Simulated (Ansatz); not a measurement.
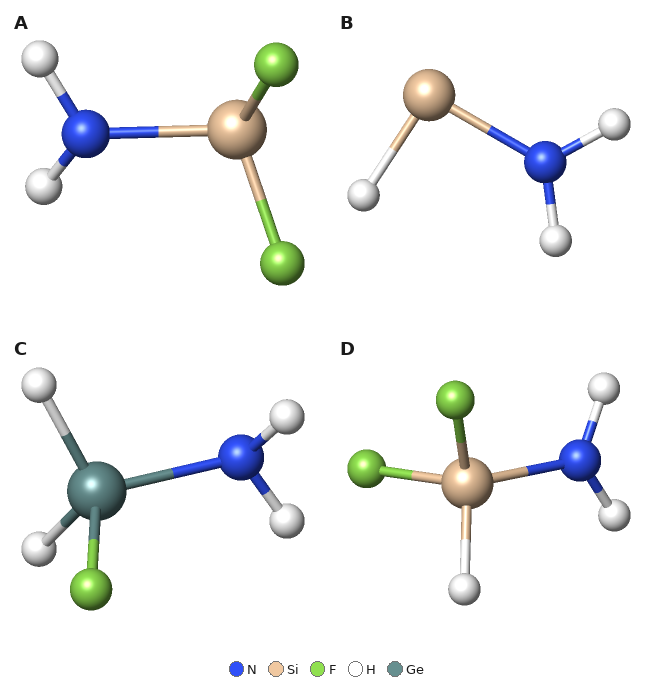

Simulated data, not a measurement (program: Ansatz).

Question: Which panel belongs to which SMILES?
(1) N[SiH](F)F
(2) N[Si](F)F
(3) [NH2][GeH2][F]
(4) N[SiH]

Answer: A is (2), B is (4), C is (3), D is (1).
